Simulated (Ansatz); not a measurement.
# Calculations on WHCl2F4

**1. Relaxation**

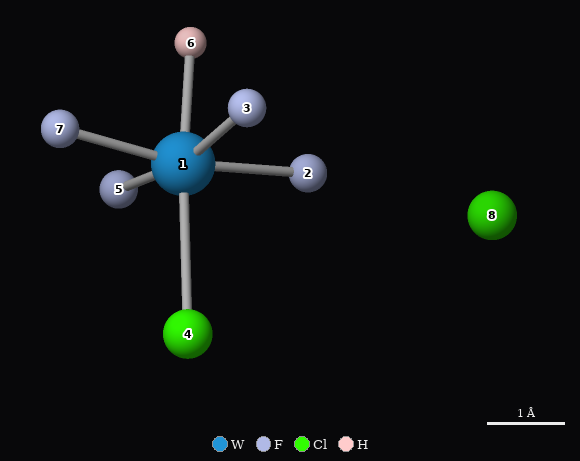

WHCl₂F₄ (multiplicity 2), before the relaxation. The picture is a ball-and-stick view, seen at a tilt.

The run prepares an end point of a later path (reaction) calculation, from a guessed geometry.

The calculation used UHF/def2-SVP in Ansatz.

Input file:
```yaml
crystal:
  periodic: [false, false, false]
  atoms:
    - { symbol: W, position_ang: [0.0, 0.109634, -0.072579] }
    - { symbol: F, position_ang: [0.0, -0.082306, 1.75863] }
    - { symbol: F, position_ang: [1.809661, -0.098282, -0.07979] }
    - { symbol: Cl, position_ang: [0.0, 2.447612, 0.026771] }
    - { symbol: F, position_ang: [-1.809661, -0.098282, -0.07979] }
    - { symbol: H, position_ang: [0.0, -1.57878, 0.012718] }
    - { symbol: F, position_ang: [0.0, -0.055587, -1.884278] }
    - { symbol: Cl, position_ang: [0.0, 0.025993, 4.468319] }
magnetization:
  spin_polarized: true
  initial_magnetization: 1
basis:
  gaussian: { orbitals: def2-SVP }
hamiltonian:
  xc: hf
relax:
  f_tol: 0.03
  max_steps: 50
output:
  orbitals: {}
```

Command:
```bash
ansatz run input.yaml --threads 4 --pin off --max-ram 5120MiB --backend cpu --events-out ev --progress --plain --runs-dir out
```

**Where does the relaxation end?**

The atom that moves furthest after the best rigid fit is Cl8 (0.41 Å). Largest moves by element: Cl 0.41 Å, F 0.16 Å, W 0.09 Å, H 0.08 Å. Near-neighbour distances that change, for instance: W1–Cl4 2.340 → 2.329 Å. Bond angles that change, for instance: Cl4–W1–H6 174.7° → 164.0°, Cl4–W1–F7 97.6° → 105.0°, F2–W1–Cl4 93.6° → 87.0°. Over 7 accepted moves (8 points after the start) the energy falls by 1.49 kcal/mol. Largest force component: 0.52 eV/Å at the start, 0.0086 eV/Å at the end. The line search rejected the trial step at point 4 of the run. The forces were under the threshold at step 5, but the run went on from there.

Step by step:

| step | E − E(0), kcal/mol | largest force component, eV/Å | note |
| --- | --- | --- | --- |
| 0 | 0.00 | 0.5240 |  |
| 1 | -0.46 | 0.2244 |  |
| 2 | -0.95 | 0.0985 |  |
| 3 | -1.26 | 0.1588 |  |
| 4 | -1.25 | 0.6490 | rejected |
| 5 | -1.45 | 0.0277 |  |
| 6 | -1.48 | 0.0757 |  |
| 7 | -1.48 | 0.0960 |  |
| 8 | -1.49 | 0.0086 |  |

The structure at the end:

```xyz
8

W     0.0000    0.1134   -0.1668
F     0.0000   -0.0260    1.6719
F     1.8097   -0.0817   -0.2416
Cl    0.0000    2.4237    0.1290
F    -1.8097   -0.0817   -0.2416
H     0.0000   -1.5564    0.0901
F     0.0000   -0.1321   -1.9731
Cl    0.0000    0.0108    4.8822
```

After the run, drawn alike:

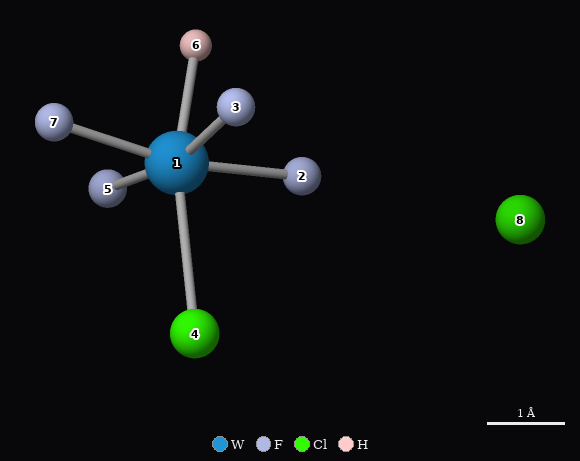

Limits of the set-up: the start holds two separate molecules, 2.7 Å apart at their closest, whose relative position is a soft coordinate and is computed without a dispersion correction; Hartree-Fock leaves out electron correlation.

**2. Relaxation**

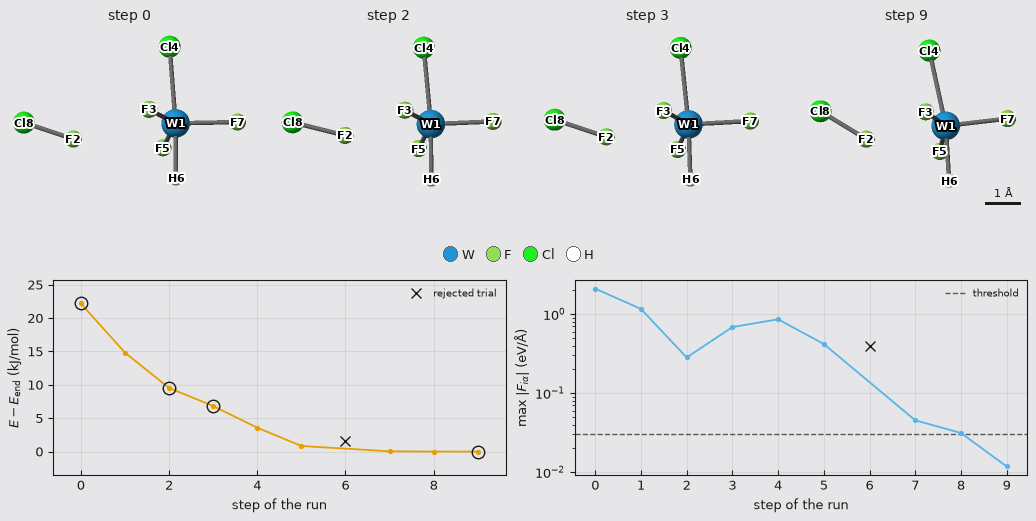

Frames of a relaxation of WHCl2F4 (multiplicity 2), marked on the history of the run. A ball-and-stick model, seen at a tilt.

The run prepares an end point of a later path (reaction) calculation, from a guessed geometry.

Method: UHF/def2-SVP (Ansatz).

Input file:
```yaml
crystal:
  periodic: [false, false, false]
  atoms:
    - { symbol: W, position_ang: [-1.4e-05, 0.058157, -0.356164] }
    - { symbol: F, position_ang: [0.00016, -0.30959, 2.668178] }
    - { symbol: F, position_ang: [1.716706, -0.082522, 0.221494] }
    - { symbol: Cl, position_ang: [-5.0e-06, 2.454693, -0.175086] }
    - { symbol: F, position_ang: [-1.716746, -0.082493, 0.221455] }
    - { symbol: H, position_ang: [-1.5e-05, -1.656051, -0.37232] }
    - { symbol: F, position_ang: [0.0, 0.030297, -2.19076] }
    - { symbol: Cl, position_ang: [-8.6e-05, 0.25751, 4.133203] }
magnetization:
  spin_polarized: true
  initial_magnetization: 1
basis:
  gaussian: { orbitals: def2-SVP }
hamiltonian:
  xc: hf
relax:
  f_tol: 0.03
  max_steps: 50
```

Launched with:
```bash
ansatz run input.yaml --threads 4 --pin off --max-ram 5120MiB --backend cpu --events-out ev --progress --plain --runs-dir out
```

Q: What happens along the run?

A: The energy falls by 22.2 kJ/mol in 8 accepted moves (9 points after the start). The largest force component goes from 2.1 to 0.012 eV/Å. The line search rejected the trial step at point 6 of the run. Cl8 moves most after the best rigid fit: 0.67 Å. By element the largest moves are Cl 0.67 Å, F 0.47 Å, W 0.21 Å, H 0.13 Å. Near-neighbour distances that change, for instance: W1–F2 3.047 → 2.372 Å, F2–Cl8 1.571 → 1.643 Å, W1–Cl4 2.403 → 2.414 Å, W1–F3 1.817 → 1.825 Å. Among the angles between lasting bonds that change: F3–W1–F5 141.8° → 153.5°, F3–W1–F7 108.5° → 102.5°, Cl4–W1–H6 176.2° → 171.7°. From step 0 to 2: F2 moves most (0.39 Å), energy −12.7 kJ/mol. From step 2 to 3: Cl8 moves most (0.12 Å), energy −2.71 kJ/mol. From step 3 to 9: Cl8 moves most (0.33 Å), energy −6.83 kJ/mol.

Limits of the set-up: the start holds two separate molecules, 3.0 Å apart at their closest, whose relative position is a soft coordinate and is computed without a dispersion correction; Hartree-Fock leaves out electron correlation.

**3. Path**

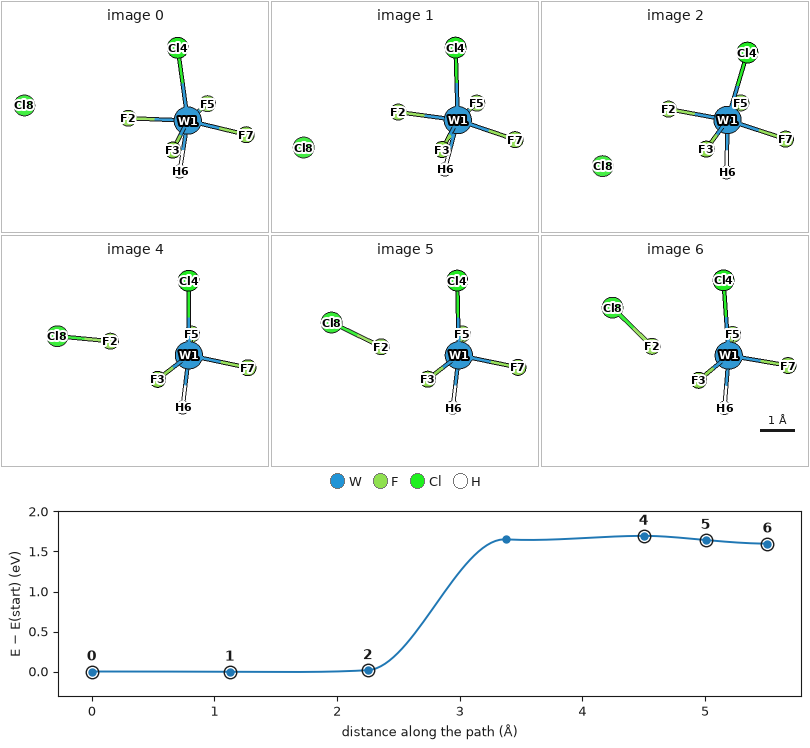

A nudged-elastic-band calculation for WHCl$_{2}$F$_{4}$ (multiplicity 2), made up at the start of WHClF4 and Cl. Images are numbered from 0 (start) to 6 (end). A ball-and-stick model, seen at a tilt.

All numbers below come from UHF/def2-SVP (Ansatz 0.2.0). Settings: 5 movable images; climbing image; force threshold 0.03 eV/Å; iteration limit 60; starting path through a guess of the saddle point.

Read off the barrier and say what moves.

Forming: F2–Cl8 (3.21 → 1.63 at the top → 1.64 Å). The energy climbs by 1.70 eV to image 4 and then falls by 0.10 eV, so the end point sits at +1.60 eV. The band converged in 14 iterations. The largest component of the band force went from 4.4 to 0.03 eV/Å. The climbing image converged on the top of the path. Its vibrational analysis gives 3 imaginary modes over 30i cm⁻¹, so it isn't confirmed as a transition state.

Limits of the set-up: the start holds two separate molecules, 3.2 Å apart at their closest, whose relative position is a soft coordinate and is computed without a dispersion correction; Hartree-Fock leaves out electron correlation.

The run took 4.3 min on 4 threads of AMD EPYC 9R45 96-Core Processor (Zen 5) (shared host), peak memory 0.73 GiB.
